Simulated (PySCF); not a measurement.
**C4H7F2OSi (doublet): density, localisation and related maps**

```csv
atom,x (Å),y (Å),z (Å)
F,2.5309,0.2121,-0.8414
C,1.9242,0.6849,0.2697
C,0.5493,0.2456,0.5262
C,0.3604,-1.2754,0.3951
O,-0.9997,-1.5782,0.2016
Si,-1.9276,-0.3861,-0.4112
C,-0.4776,0.8848,-0.4540
F,-0.8069,2.1490,-0.0153
H,2.3193,1.6341,0.5870
H,0.2568,0.5700,1.5292
H,0.9317,-1.6510,-0.4596
H,0.6959,-1.7903,1.2983
H,-2.9445,0.0112,0.5496
H,-2.3845,-0.7233,-1.7521
H,-0.0321,1.0204,-1.4452
```

Geometry: GFN2-xTB.

All numbers below come from UKS B3LYP, pcH-1 on C F H O Si, non-relativistic, mean-field spin-orbit, GIAO in PySCF 2.14.0, density-fitted response routines.

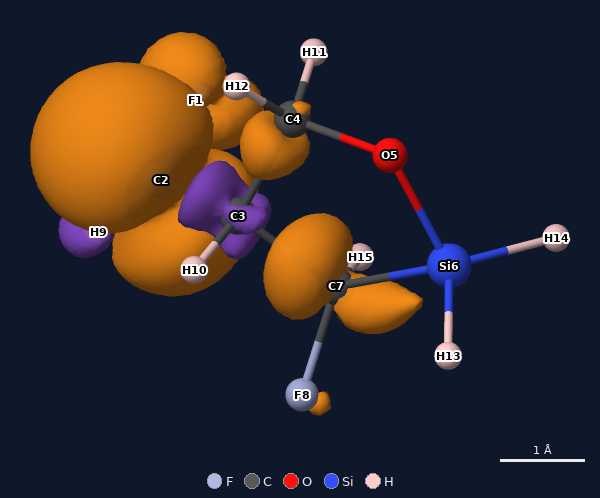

Figure 1. Isosurfaces of the spin density (α minus β) at +0.015 (orange) and −0.015 e/Å³ (purple), seen at a tilt.

Q: Which atoms carry the spin?

A: The unpaired spin (1 electron) lies mostly on C2 (about 0.7) and F1 (about 0.1), in electrons by Hirshfeld's partition.

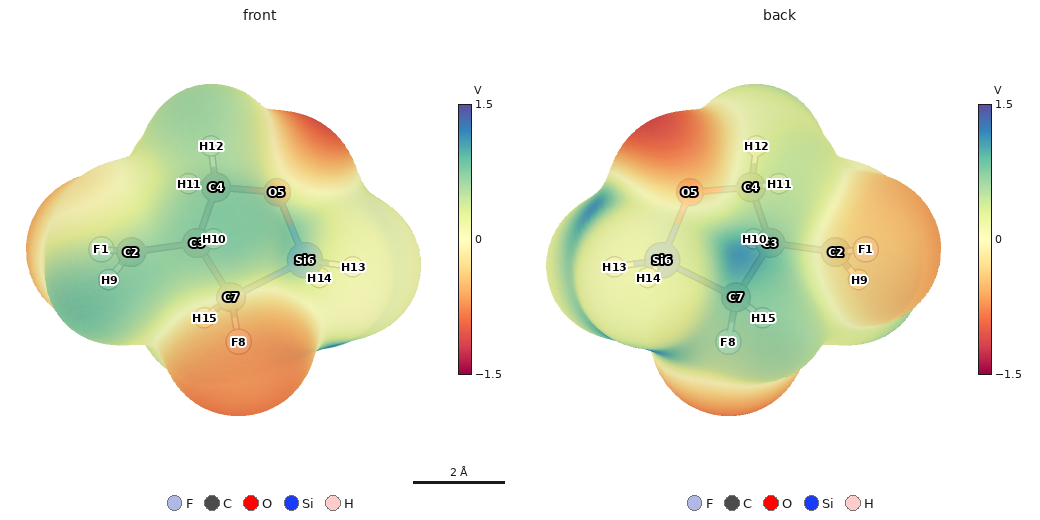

Figure 2. The electrostatic potential painted on the density surface at 0.001 e/bohr³, seen from the front and from behind; red is negative and blue positive.

Q: Where is the surface potential most negative and most positive?

A: The most negative region (about −1.1 V) lies over O5, the most positive (about +1.2 V) over Si6. O5 is the likeliest acceptor of a hydrogen bond.

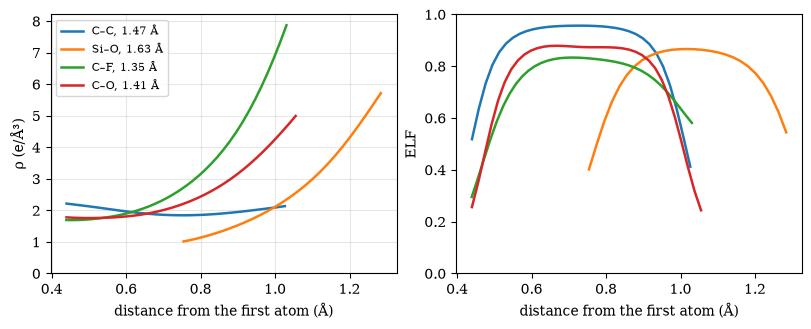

Figure 3. Total electron density and ELF along straight lines between neighbouring atoms. The curves leave out the atomic cores.

Q: What can be read from the curves?

A: C–C (1.47 Å): ρ is about 1.8 e/Å³ halfway; the ELF peaks at about 0.95 between the atoms, as expected for localised, covalent bonding.
Si–O (1.63 Å): ρ at the midpoint is about 1.2 e/Å³; the ELF peaks at about 0.85 between the atoms (a shared but strongly polarised pair).
C–F (1.35 Å): the density is about 2.2 e/Å³ at the midpoint, with its minimum of 1.7 e/Å³ about 0.5 Å from C; the ELF peaks at about 0.85 between the atoms: a polar covalent bond.
C–O (1.41 Å): ρ at the midpoint is about 2 e/Å³, with its minimum of 1.8 e/Å³ about 0.5 Å from C; the ELF peaks at about 0.90 between the atoms: a polar covalent bond.
